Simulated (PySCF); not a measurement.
Te(OMe)2 (C2H6O2Te).

Computed with PySCF, ωB97X/def2-SVPD, geometry: GFN2-xTB. Core potentials replace the inner electrons of Te; spin–orbit coupling isn't included. No frequency check shows the geometry to be a minimum. GFN2-xTB bond lengths at metals and heavier atoms can be off by up to 0.1 Å and shapes distorted, which carries into these values.

Geometry (Å), atoms numbered from 1:

```
Te1     -0.0019   -0.6997    0.0000
O2      -1.3203    0.6372    0.6385
C3      -2.0506    1.3898   -0.3011
H4      -1.3940    1.8984   -1.0103
H5      -2.5974    2.1370    0.2766
H6      -2.7640    0.7709   -0.8503
O7       1.3246    0.6326   -0.6384
C8       2.0574    1.3830    0.3010
H9       1.4025    1.8940    1.0101
H10      2.6068    2.1282   -0.2769
H11      2.7688    0.7618    0.8503
```

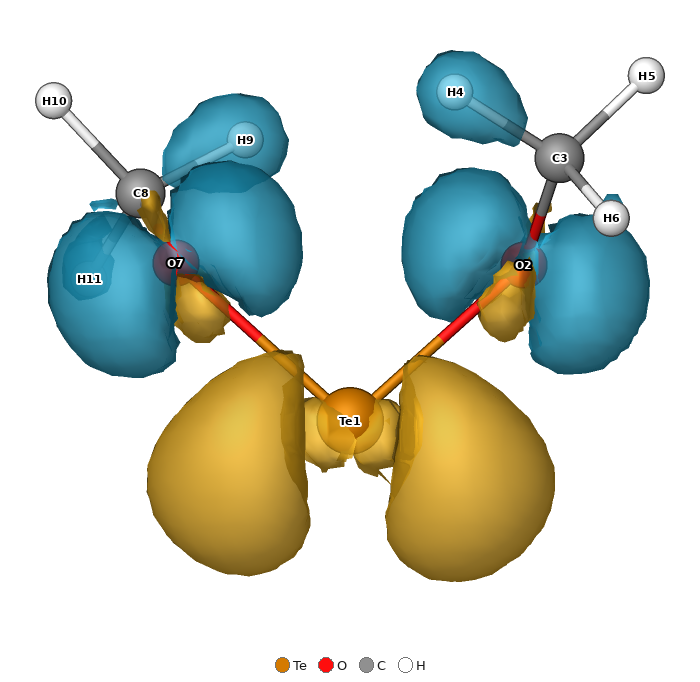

Unrelaxed difference density of S₃ less the ground state (TDA singlet states), ±0.03 e/Å³; yellow: gain, teal: loss.

**How does the charge move on excitation?**

0.81 e is displaced in all, mostly between regions of the same atoms. The state: 5.47 eV (227 nm), f = 0.002 (very weak); the leading pair carries 93 %; hole on O7 (39 %), O2 (34 %) and C3 and C8 (5 % each), electron on Te1 (71 %) and O2 and O7 (11 % each); their centroids lie 1.4 Å apart; S₄ lies within 0.1 eV of it.

Run time: 16 min on 1 thread of Arm Neoverse V1, on a shared host, peak memory 0.9 GiB.
